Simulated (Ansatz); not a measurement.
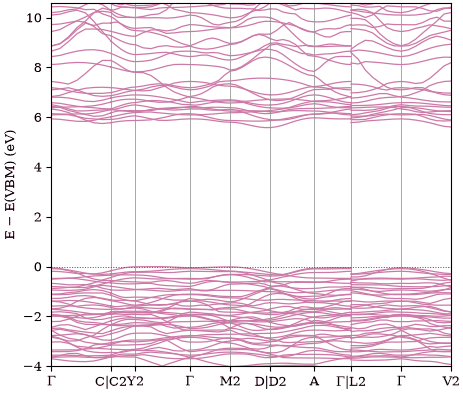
*Band structure from plane-wave PAW r²SCAN (Ansatz code)*

The gap is 5.58 eV; an edge lies off the plotted path or next to a special point (maximum off the standard path, minimum on the M2–D line, 91 % of the way from M2).

Pick the material that matches.
(A) Na2CO3, C2/m (Pearson symbol mS24)
(B) CaMgAsO4F, C2/c (Pearson symbol mS32)
(C) Hf2P2O9, C2/m (Pearson symbol mS52)
(D) F, C2/m (F on 4i, F on 4i)

C, Hf2P2O9, C2/m (Pearson symbol mS52)

The first step of the workflow began from a Materials Project structure, measured or hypothetical; the Crystallography Open Database copy checked does not list it. Its standing as an ambient phase is unchecked. Symmetry was held in the r²SCAN relaxation; whether a distortion lowers the energy is not shown. No spin polarisation was allowed. Spin–orbit coupling is left out wherever it is not named.

Potentials: the later of the program's two PAW sets.
